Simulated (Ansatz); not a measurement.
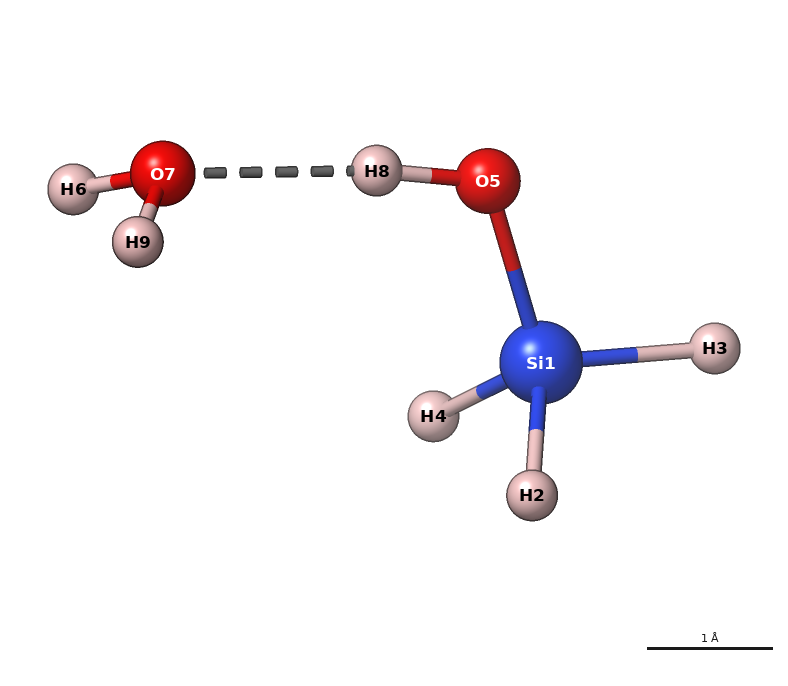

Broken lines mark hydrogen bonds. Computed geometry: PBE0-D4/def2-TZVP optimisation.

Tabulate the hydrogen bonds (donors O, N, F, S, Cl) with their geometry.

```tsv
D–H···A	D–H (Å)	H···A (Å)	angle (°)	kind
O5–H8···O7	0.97	1.84	174	intermolecular
```
